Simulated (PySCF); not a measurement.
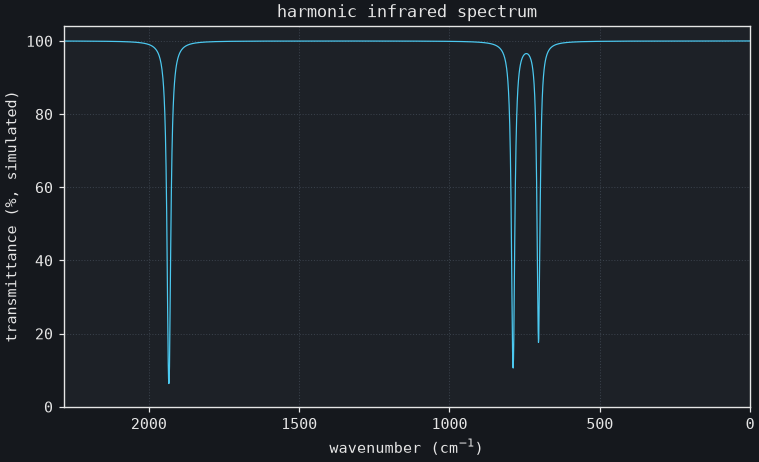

IR spectrum of AlH₃, singlet, at a minimum, with Al as the central atom. Unscaled harmonic wavenumbers and double-harmonic intensities, PBE0/def2-TZVP, PySCF, isolated molecule. Structures are the lowest points that the searches found. Degenerate modes count as one line, with their intensities summed. Lorentzian lines of 8 cm⁻¹ full width. Close modes add up in the curve.

What symmetry does the computed molecule have?

The calculation gave D3h. Its 6 modes give 4 distinct wavenumbers, 3 with an intensity of 0.05 km/mol or more.
```csv
cm⁻¹,km/mol,symmetry
703.8,327.1,a2''
788.4,423.8,e' (×2)
1924.4,0.0,a1'
1933.4,519.1,e' (×2)
```

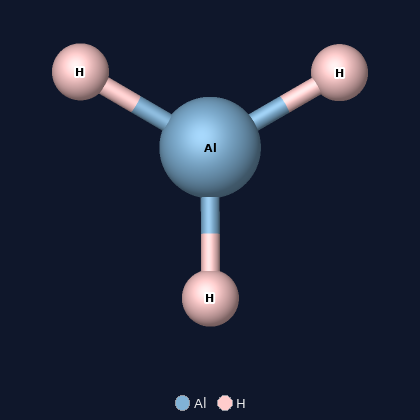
